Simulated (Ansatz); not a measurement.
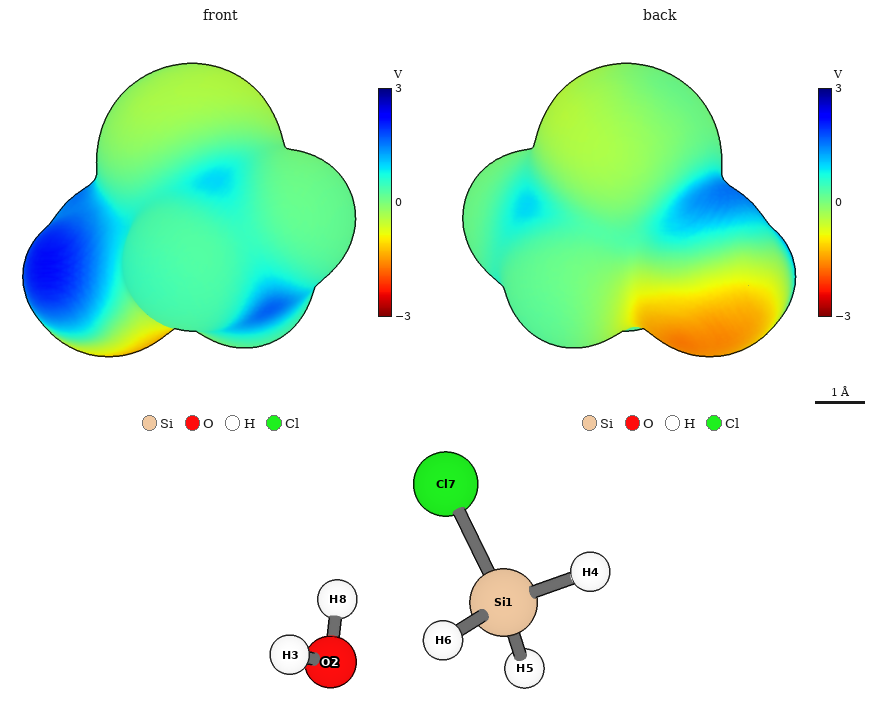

*ClH₃Si···H₂O. The molecular electrostatic potential painted on the density surface at 0.002 e/bohr³, seen from the front and from behind; red is negative and blue positive. The bare structure is drawn below in the same view.*

The calculation used RKS PBE/def2-SVP in Ansatz 0.2.0.

```yaml
atoms:
  - { symbol: Si, position_ang: [0.4307, -0.2489, -0.3982] }
  - { symbol: O, position_ang: [-0.6043, -0.1002, 2.4261] }
  - { symbol: H, position_ang: [-1.2450, -0.8352, 2.3834] }
  - { symbol: H, position_ang: [0.9711, -0.3234, -1.7987] }
  - { symbol: H, position_ang: [0.5339, 1.1543, 0.1015] }
  - { symbol: H, position_ang: [-0.9697, -0.7795, -0.3997] }
  - { symbol: Cl, position_ang: [1.6737, -1.5194, 0.7327] }
  - { symbol: H, position_ang: [0.2437, -0.5783, 2.5276] }
```

Describe the electrostatic potential map.

The most negative region (about −1.6 V) lies over O2, the most positive (about +2.2 V) over H3. O2 is the likeliest acceptor of a hydrogen bond.
